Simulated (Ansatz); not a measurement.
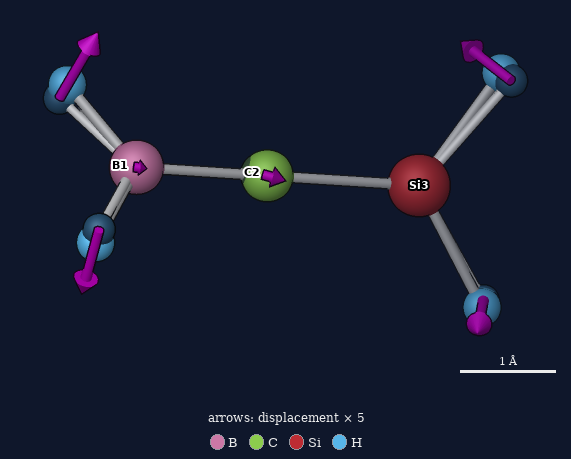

This is a relaxation of CH$_{4}$BSi (multiplicity 2). The starting structure is drawn faded, the final one solid; purple arrows show the displacements, magnified 5 times. The two geometries are superimposed by the best rigid fit.

The picture is a ball-and-stick view, seen at a tilt.

Computed with Ansatz, UKS PBE0-D4/def2-TZVP. Set-up: force threshold 0.005 eV/Å; at most 200 steps.

**Which element moves most?**

Hydrogen: up to 0.19 Å, against 0.05 Å for carbon.

**Describe the change and its energy.**

The energy falls by 2.98 kcal/mol in 8 accepted moves (11 points after the start). Largest force component: 1.6 eV/Å at the start, 0.0026 eV/Å at the end. The line search rejected the trial steps at points 4, 6, 8 of the run. An H atom moves most after the best rigid fit: 0.19 Å. By element the largest moves are H 0.19 Å, C 0.05 Å, B 0.03 Å, Si 0.01 Å. Among the contacts that change: C–Si 1.747 → 1.690 Å, B–H 1.177 → 1.202 Å, B–C 1.435 → 1.457 Å, H–Si 1.466 → 1.480 Å. Among the angles between lasting bonds that change: H–Si–H 107.7° → 113.8°, C–Si–H 126.2° → 123.1°. Cost: 40 s on 2 threads of Arm Neoverse V1 (shared host).
